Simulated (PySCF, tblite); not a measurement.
**C₇H₄FNS: dynamics, then NMR shifts on frames**

How do NMR shifts of C₇H₄FNS (`Fc1ccc2ncsc2c1`) change as the atoms move?

Programs: tblite 0.8.0 and PySCF 2.14.0, with density-fitted response routines of our own. Each step states its level of theory. These are calculated values for one molecule in the gas phase, unless marked as measured. Atoms are numbered from 0 throughout.

**1. Starting geometry**

14 atoms, charge 0, multiplicity 1; geometry from: GFN2-xTB.

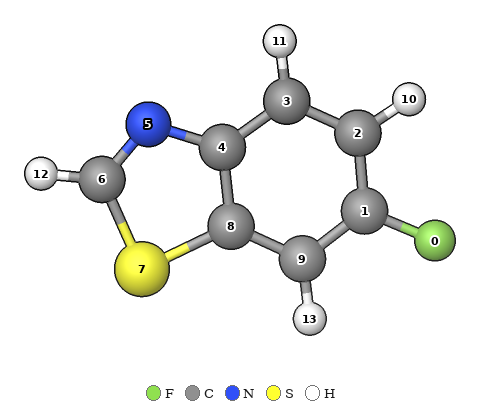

The starting geometry (fluorine green, carbon grey, nitrogen blue, sulfur yellow, hydrogen white), atoms numbered.

**2. A short Langevin run with GFN2-xTB**

What the job is given:

```
{"job": {"kind": "md", "xc": "GFN2-xTB", "basis": "xTB", "temperature": 300, "steps": 2000, "every": 50, "frames": 5}, "charge": 0, "multiplicity": 1}
F     -3.039554     0.898634    -0.798974
C     -1.822595     0.456102    -0.426457
C     -1.746696    -0.710647     0.330952
C     -0.518108    -1.189507     0.727391
C      0.630913    -0.492629     0.360758
N      1.913767    -0.836501     0.674618
C      2.753852    -0.007263     0.201081
S      2.100873     1.338322    -0.712591
C      0.519631     0.690346    -0.409259
C     -0.712237     1.178305    -0.812218
H     -2.658684    -1.221468     0.595138
H     -0.425972    -2.088973     1.313500
H      3.814824    -0.092291     0.332406
H     -0.810691     2.077098    -1.398510
```

Level: GFN2-xTB Langevin dynamics, gas phase.

Command:

```sh
$ OMP_NUM_THREADS=1 python probes_run.py task.json out
```

One launch serves the whole session: the jobs run in the order shown.

The program printed:

```text
t/fs     T/K      E/eV
    0.0   232.4   -760.00933
   25.0   109.2   -759.64055
   50.0   249.9   -759.76016
   75.0   226.5   -759.72420
  100.0   186.2   -759.66608
  125.0   173.7   -759.51259
  150.0   197.6   -759.51263
  175.0   313.7   -759.61852
  200.0   317.9   -759.58101
  225.0   284.3   -759.67035
  250.0   318.0   -759.66251
  275.0   296.9   -759.64747
  300.0   297.7   -759.61713
  325.0   235.6   -759.50592
  350.0   281.3   -759.43406
  375.0   342.2   -759.56973
  400.0   417.3   -759.70729
  425.0   288.2   -759.59881
  450.0   270.1   -759.50727
  475.0   370.6   -759.52019
  500.0   387.5   -759.45725
  525.0   299.0   -759.39321
  550.0   361.4   -759.42559
  575.0   470.9   -759.48688
  600.0   369.2   -759.30743
  625.0   331.8   -759.41337
  650.0   368.7   -759.29925
  675.0   350.8   -759.46613
  700.0   334.5   -759.48175
  725.0   339.4   -759.43687
  750.0   221.3   -759.11410
  775.0   343.2   -759.46491
  800.0   410.1   -759.54259
  825.0   255.4   -759.37231
  850.0   303.4   -759.51413
  875.0   247.6   -759.48384
  900.0   289.0   -759.62554
  925.0   268.6   -759.66920
  950.0   201.6   -759.43203
  975.0   397.4   -759.67495
 1000.0   313.7   -759.37893
```

Run time: 11 s. Hardware: 1 thread of Arm Neoverse V2, shared host; peak memory 0.18 GiB.

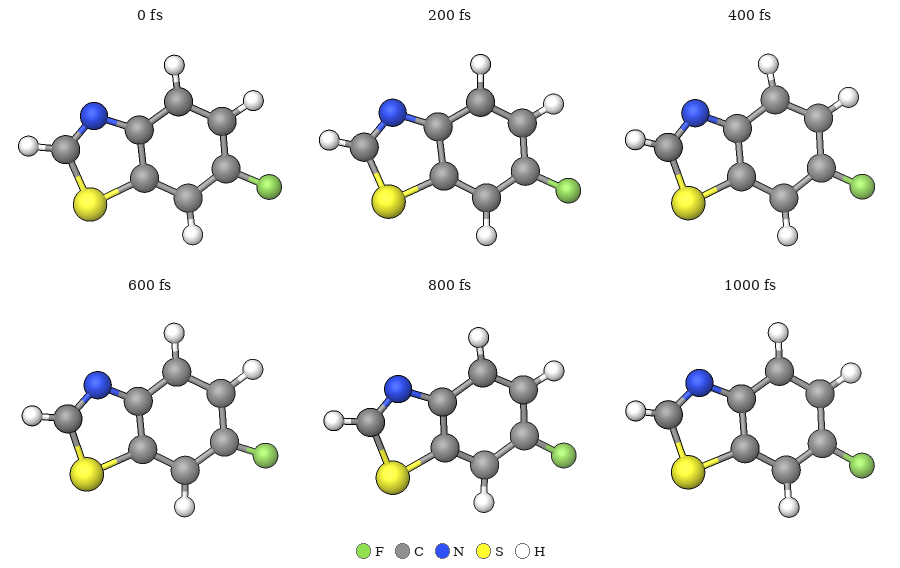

Frames of the run.

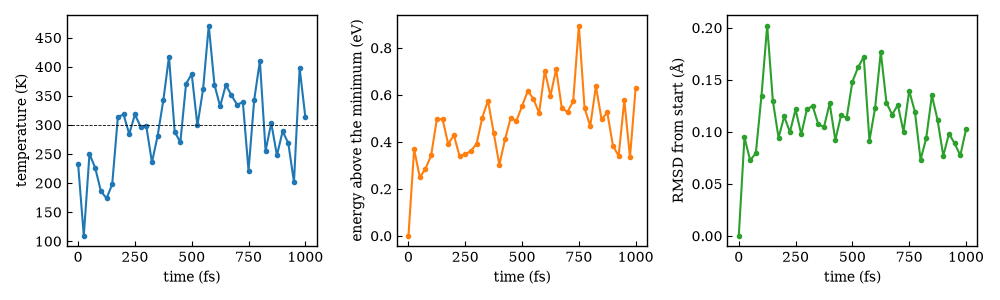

Temperature, potential energy and distance from the start.

Positions (Å) and forces (eV/Å) at 1000 fs:

```xyz
14

F    -2.626    0.605   -0.791   -0.132   -0.433    0.281
C    -1.514    0.143   -0.168   -2.451   -2.697   -0.041
C    -1.486   -1.168    0.393   -0.362    0.350   -0.074
C    -0.349   -1.650    1.002   -0.841   -0.553    0.733
C     0.753   -0.816    1.039    0.289    1.384    0.165
N     1.935   -1.105    1.620    1.002   -0.555   -0.293
C     2.846   -0.253    1.353   -2.576    0.458   -0.314
S     2.325    1.208    0.530   -1.239   -0.297    0.115
C     0.680    0.526    0.536    0.634   -1.086   -1.095
C    -0.470    0.935   -0.167    3.416    3.144    1.496
H    -2.382   -1.766    0.445   -0.100    0.111   -0.318
H    -0.344   -2.616    1.573    0.065    1.030   -0.898
H     3.770   -0.230    1.764    2.401   -0.264    0.886
H    -0.531    2.016   -0.347   -0.106   -0.591   -0.644
```

**3. Nuclear shieldings: 250 fs, PBE0/pcSseg-1**

What the job is given:

```
{"job": {"kind": "nmr", "xc": "PBE0", "basis": "pcSseg-1", "pop": false}, "charge": 0, "multiplicity": 1}
F     -3.118300     0.638000    -0.768500
C     -1.904300     0.203900    -0.370200
C     -1.902700    -1.033200     0.323000
C     -0.639900    -1.610400     0.603200
C      0.499300    -0.817000     0.277300
N      1.801000    -1.268300     0.525400
C      2.640300    -0.321500     0.360300
S      2.019500     1.182600    -0.259000
C      0.408200     0.523800    -0.184900
C     -0.802400     0.976000    -0.662300
H     -2.848200    -1.443800     0.629100
H     -0.518700    -2.578100     0.977500
H      3.733000    -0.504800     0.485500
H     -0.930400     1.878800    -1.220300
```

With the program's defaults for keys left out, this is: GIAO PBE0/pcSseg-1 NMR shielding, non-relativistic, gas phase.

The program printed:

```text
coarse grid: 13856 points
cycle   1  E = -821.1298775674  dE =  2.012e+00  |g| = 5.237e-01  |ddm| = 4.114e+00
cycle   2  E = -821.0614925227  dE =  6.839e-02  |g| = 7.912e-01  |ddm| = 1.365e+00
cycle   3  E = -821.1813572825  dE = -1.199e-01  |g| = 1.399e-01  |ddm| = 9.467e-01
cycle   4  E = -821.1852549507  dE = -3.898e-03  |g| = 6.023e-02  |ddm| = 2.007e-01
cycle   5  E = -821.1860672615  dE = -8.123e-04  |g| = 1.276e-02  |ddm| = 7.817e-02
cycle   6  E = -821.1861012110  dE = -3.395e-05  |g| = 4.473e-03  |ddm| = 1.941e-02
cycle   7  E = -821.1861062415  dE = -5.031e-06  |g| = 1.348e-03  |ddm| = 5.986e-03
final grid: 134288 points
cycle   8  E = -821.2529158059  dE = -2.822e-05  |g| = 9.398e-03  |ddm| = 4.404e-02
cycle   9  E = -821.2528829363  dE =  3.287e-05  |g| = 1.465e-02  |ddm| = 2.793e-02
cycle  10  E = -821.2529370619  dE = -5.413e-05  |g| = 2.330e-03  |ddm| = 1.958e-02
cycle  11  E = -821.2529383384  dE = -1.276e-06  |g| = 4.890e-04  |ddm| = 2.891e-03
cycle  12  E = -821.2529383854  dE = -4.700e-08  |g| = 1.417e-04  |ddm| = 5.648e-04
cycle  13  E = -821.2529383884  dE = -2.948e-09  |g| = 4.297e-05  |ddm| = 1.617e-04
cycle  14  E = -821.2529383888  dE = -4.800e-10  |g| = 1.499e-05  |ddm| = 7.512e-05
converged SCF energy = -821.2529383888

GIAO shielding tensors (ppm)
atom      isotropic    diamagn.    paramagn.     s11        s22        s33       span
  0 F      286.372     476.766    -190.395    207.102    297.269    354.744    147.643
  1 C       13.275     252.777    -239.501    -72.175     29.894     82.106    154.281
  2 C       58.548     256.801    -198.254    -31.877     42.687    164.833    196.710
  3 C       47.221     251.698    -204.476    -53.880     25.776    169.767    223.647
  4 C       25.017     254.802    -229.785    -45.923     12.233    108.741    154.664
  5 N      -99.289     331.658    -430.947   -391.714   -110.633    204.480    596.194
  6 C       30.743     260.521    -229.779    -52.358     42.407    102.178    154.536
  7 S      263.449    1056.172    -792.723     72.285    326.070    391.992    319.706
  8 C       45.440     263.731    -218.291    -15.009      9.294    142.034    157.043
  9 C       75.538     251.234    -175.696     -0.275     57.007    169.883    170.157
 10 H       23.778      29.315      -5.537     20.304     24.115     26.915      6.611
 11 H       23.174      31.289      -8.115     19.532     22.881     27.109      7.578
 12 H       22.609      27.831      -5.222     18.396     22.693     26.739      8.343
 13 H       23.974      30.236      -6.262     18.594     24.995     28.332      9.738
```

It took 28 s on 1 thread of Arm Neoverse V2, shared host; peak memory 0.85 GiB.

The references, computed at this level on geometries of the same kind, shield at (ppm): 1H TMS 31.72, 13C TMS 186.9, 19F CFCl3 170.9, 15N NH3 267.7, 33S CS2 504. Their shielding less the atom's gives the shift. The references are single molecules in the gas phase, so shifts against H2O, NH3, PH3, H3PO4 or CFCl3 are not on the usual liquid scales and can be off by tens of ppm. Each atom is listed at this fixed geometry, with no averaging over motion; a spectrum would average atoms that exchange fast.

```tsv
atoms	environment	σ (ppm)	δ (ppm)
C1	aromatic carbon bearing fluorine	13.3	173.6
C4	ring-fusion aromatic carbon	25.0	161.9
C6	aromatic CH between two ring heteroatoms	30.7	156.2
C8	ring-fusion aromatic carbon	45.4	141.5
C3	aromatic CH	47.2	139.7
C2	aromatic CH	58.5	128.4
C9	aromatic CH	75.5	111.4
H12	hydrogen on an aromatic CH between two ring heteroatoms	22.61	9.11
H11	hydrogen on an aromatic CH	23.17	8.54
H10	hydrogen on an aromatic CH	23.78	7.94
H13	hydrogen on an aromatic CH	23.97	7.74
F0	aryl fluorine	286.4	-115.4
N5	pyridine-type nitrogen of an azole	-99.3	367.0
S7	aromatic ring sulfur	263	240
```

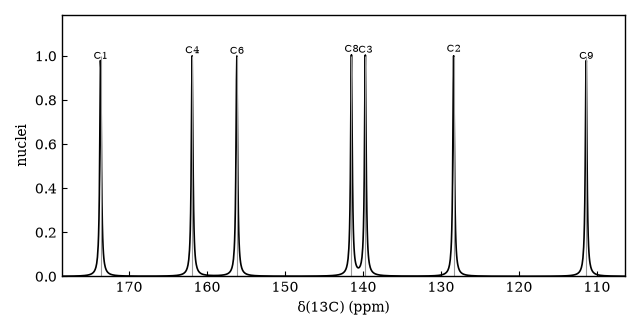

13C lines at the computed shifts, without couplings. Lines are broadened to a width of 0.25 ppm (Lorentzian).

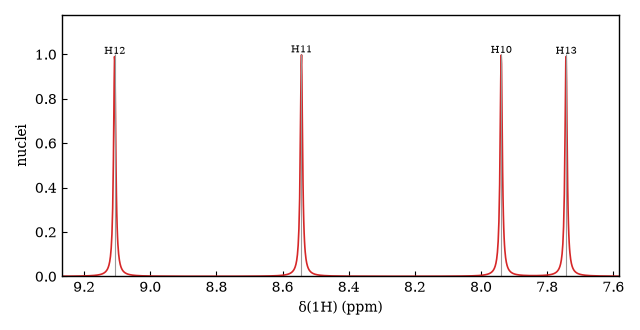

1H lines at the computed shifts, without couplings. Lines are broadened to a width of 0.01 ppm (Lorentzian).

Ring of atoms C1, C2, C3, C4, C8, C9: NICS(0) -10.6, NICS(1) -11.4, NICS(1)zz -27.7 ppm (means of both faces).

Ring of atoms C4, N5, C6, S7, C8: NICS(0) -10.5, NICS(1) -10.5, NICS(1)zz -22.9 ppm (means of both faces).

**4. Nuclear shieldings: 425 fs, PBE0/pcSseg-1**

What the job is given:

```
{"job": {"kind": "nmr", "xc": "PBE0", "basis": "pcSseg-1", "pop": false}, "charge": 0, "multiplicity": 1}
F     -2.882600     0.478500    -1.148700
C     -1.836100    -0.061300    -0.592400
C     -1.723300    -1.292700     0.021100
C     -0.505800    -1.736000     0.541600
C      0.620900    -0.926300     0.465100
N      1.805600    -1.168200     1.129200
C      2.609300    -0.210300     0.969200
S      2.024000     1.171700     0.035500
C      0.546700     0.290100    -0.226100
C     -0.704000     0.779000    -0.695000
H     -2.632400    -1.961700     0.135100
H     -0.413500    -2.685500     1.032100
H      3.629600    -0.293500     1.326400
H     -0.791600     1.744900    -1.099500
```

Level: GIAO PBE0/pcSseg-1 NMR shielding, non-relativistic, gas phase.

The program printed:

```text
coarse grid: 13856 points
cycle   1  E = -821.1303411570  dE =  2.135e+00  |g| = 5.113e-01  |ddm| = 4.104e+00
cycle   2  E = -821.0688115345  dE =  6.153e-02  |g| = 7.500e-01  |ddm| = 1.270e+00
cycle   3  E = -821.1791185373  dE = -1.103e-01  |g| = 1.439e-01  |ddm| = 8.700e-01
cycle   4  E = -821.1834379947  dE = -4.319e-03  |g| = 5.640e-02  |ddm| = 1.996e-01
cycle   5  E = -821.1841337508  dE = -6.958e-04  |g| = 1.205e-02  |ddm| = 6.995e-02
cycle   6  E = -821.1841641731  dE = -3.042e-05  |g| = 4.914e-03  |ddm| = 1.848e-02
cycle   7  E = -821.1841704433  dE = -6.270e-06  |g| = 1.463e-03  |ddm| = 6.392e-03
final grid: 134288 points
cycle   8  E = -821.2501054371  dE = -2.946e-05  |g| = 8.692e-03  |ddm| = 4.200e-02
cycle   9  E = -821.2500761525  dE =  2.928e-05  |g| = 1.342e-02  |ddm| = 2.607e-02
cycle  10  E = -821.2501240217  dE = -4.787e-05  |g| = 2.271e-03  |ddm| = 1.849e-02
cycle  11  E = -821.2501252826  dE = -1.261e-06  |g| = 4.344e-04  |ddm| = 2.761e-03
cycle  12  E = -821.2501253215  dE = -3.896e-08  |g| = 1.222e-04  |ddm| = 4.941e-04
cycle  13  E = -821.2501253238  dE = -2.228e-09  |g| = 3.978e-05  |ddm| = 1.362e-04
cycle  14  E = -821.2501253241  dE = -3.781e-10  |g| = 9.755e-06  |ddm| = 6.053e-05
converged SCF energy = -821.2501253241

GIAO shielding tensors (ppm)
atom      isotropic    diamagn.    paramagn.     s11        s22        s33       span
  0 F      297.230     475.477    -178.247    231.034    267.332    393.325    162.291
  1 C       17.582     254.739    -237.157    -72.367     32.434     92.679    165.046
  2 C       70.436     256.138    -185.702     -4.222     47.566    167.965    172.187
  3 C       54.513     251.318    -196.806    -39.156     34.299    168.395    207.551
  4 C       30.966     255.664    -224.698    -44.606     23.786    113.720    158.326
  5 N      -86.210     332.438    -418.648   -372.278   -100.135    213.783    586.060
  6 C       29.258     260.745    -231.486    -48.141     35.599    100.316    148.458
  7 S      253.374    1056.594    -803.219     44.855    287.361    427.906    383.052
  8 C       39.811     262.619    -222.808    -27.955      7.376    140.013    167.968
  9 C       59.989     253.795    -193.806    -27.325     45.947    161.345    188.670
 10 H       23.611      26.510      -2.899     19.028     25.608     26.198      7.170
 11 H       23.237      29.813      -6.576     18.638     24.254     26.820      8.182
 12 H       23.115      28.958      -5.843     18.950     23.247     27.149      8.199
 13 H       23.905      32.392      -8.487     18.887     23.265     29.562     10.675
```

Run time: 28 s. Hardware: 1 thread of Arm Neoverse V2, shared host; peak memory 0.87 GiB.

In short: δ C1 169.3, C6 157.7, C4 156.0, C8 147.1, H12 8.60, H11 8.48 ppm.

[end of part 1 of 2]
